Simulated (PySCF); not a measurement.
# Si2H4Cl (SMILES [SiH2][SiH2]Cl): UBP86/6-31G(d) (spherical functions)

What is the vertical ionisation energy of Si2H4Cl at UBP86/6-31G* (spherical functions)? 

The calculation is run with PySCF 2.14.0.

## 1. The structure to begin with

Si2H4Cl: 7 atoms, total charge 0, spin state doublet. SMILES: `[SiH2][SiH2]Cl`. Geometry: relaxed at PBE0-D4/def2-TZVP. This is one conformer, not always the lowest.

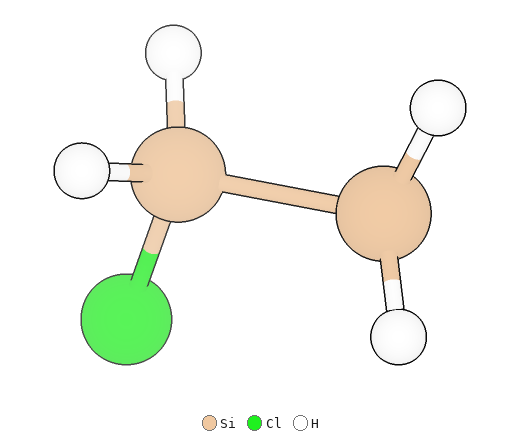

Viewed from a chosen angle; silicon light orange, chlorine green, hydrogen white.

## 2. A single-point energy at UBP86/6-31G(d) (spherical functions)

The input, input.xyz:

```xyz
7

Si    -1.304600     0.197100    -0.490100
Si     0.776300    -0.077600     0.507200
Cl     0.893700    -2.004700     1.231800
H     -1.568700    -0.750400    -1.605500
H     -1.580900     1.597700    -0.913100
H      0.925300     0.861100     1.647000
H      1.920200     0.108800    -0.423000
```

The input, run.py:

```python
from pyscf import gto, dft

mol = gto.M(
    atom='input.xyz',
    basis='6-31g*',
    verbose=4,
    max_memory=1860,
    spin=1,
)

mf = dft.UKS(mol, xc='bp86')
mf.conv_tol = 1e-10
mf.grids.level = 1
mf.kernel()
if not mf.converged:
    mf = mf.newton().run(mf.mo_coeff, mf.mo_occ)

energy = mf.e_tot
print('E(%s) = %.9f' % ('BP86', energy))
```

On the command line:

```
OMP_NUM_THREADS=1 python run.py
```

What it wrote:

```text
PySCF version 2.14.0

[... 57 lines left out ...]
WARN: HOMO -0.183457067558207 >= LUMO -0.183457067558206
[... 46 lines left out ...]
converged SCF energy = -1041.61599291055  <S^2> = 0.75276775  2S+1 = 2.0027658
E(BP86) = -1041.615992911
```

Run time: 3.9 s. Hardware: 1 thread of Arm Neoverse V1, shared host; peak memory 0.2 GiB.

## 3. The singlet cation

The input, input.py:

```python
from pyscf import gto, dft

mol = gto.M(
    atom=[
    ('Si', (-1.304600, 0.197100, -0.490100)),
    ('Si', (0.776300, -0.077600, 0.507200)),
    ('Cl', (0.893700, -2.004700, 1.231800)),
    ('H', (-1.568700, -0.750400, -1.605500)),
    ('H', (-1.580900, 1.597700, -0.913100)),
    ('H', (0.925300, 0.861100, 1.647000)),
    ('H', (1.920200, 0.108800, -0.423000)),
],
    spin=0,
    verbose=3,
    charge=1,
    max_memory=1860,
    basis='6-31g*',
)

myscf = dft.RKS(mol, xc='bp86')
myscf.conv_tol = 1e-10
myscf.grids.level = 1
myscf.kernel()
if not myscf.converged:
    myscf = myscf.newton().run(myscf.mo_coeff, myscf.mo_occ)

energy = myscf.e_tot
print(f'total energy: {energy:.8f} hartree')
```

On the command line:

```
OMP_NUM_THREADS=1 python input.py
```

What it wrote:

```text
converged SCF energy = -1041.29976388837
total energy: -1041.29976389 hartree
```

Wall time 2.8 s (1 thread of Arm Neoverse V1, shared host); peak memory 0.19 GiB.

## 4. Outcome

At UBP86/6-31G* (spherical functions):

```
                                           quantity           value
                      doublet Si2H4Cl: total energy  -1041.61599 Eh
                     doublet Si2H4Cl: dipole moment          1.64 D
doublet Si2H4Cl: HOMO energy (highest over α and β)        -5.49 eV
 doublet Si2H4Cl: LUMO energy (lowest over α and β)        -3.87 eV
                              doublet Si2H4Cl: ⟨S²⟩           0.753
                       singlet cation: total energy  -1041.29976 Eh
                        singlet cation: HOMO energy       -12.23 eV
                        singlet cation: LUMO energy       -11.50 eV
                      singlet cation: HOMO–LUMO gap         0.73 eV
 vertical ionisation energy (to the singlet cation)        8.605 eV
```

**Reading.** Removing an electron at fixed nuclei costs 8.61 eV (198 kcal/mol). Only the singlet of the ionised species was computed; a triplet could lie lower.
